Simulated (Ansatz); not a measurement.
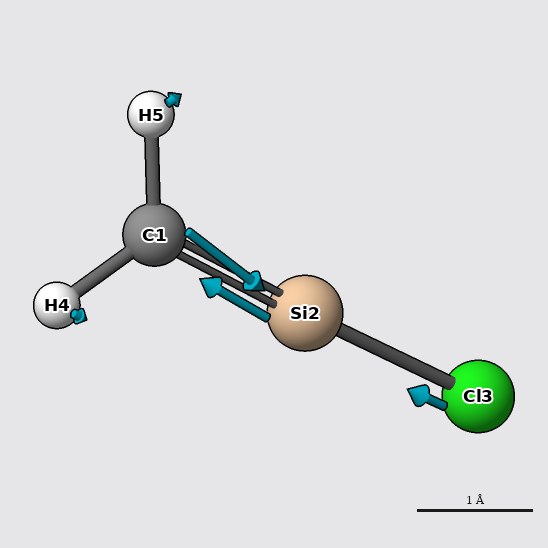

Arrows show the forces on the atoms, 0.3 Å of arrow for 1 eV/Å; forces under a tenth of the largest aren't drawn. Charge +1, singlet. Level of theory: ωB97M-V/def2-TZVPP (Ansatz 0.2.0).

Question: On which atom is the force largest, and how large is it?

Answer: On C1: 3.36 eV/Å.

Question: Which bond do the forces act along most?

Answer: C1–Si2, now 1.816 Å: the forces pull its atoms together, so a first step downhill shortens it.

List the force components in the frame of the picture (x right, y up, z towards the viewer), in eV/Å.

```
atom     Fx     Fy     Fz
  C1   2.27  −1.75  −1.76
 Si2  −2.01   1.16   1.35
 Cl3  −1.11   0.51   0.93
  H4   0.42  −0.21  −0.30
  H5   0.43   0.29  −0.22
```
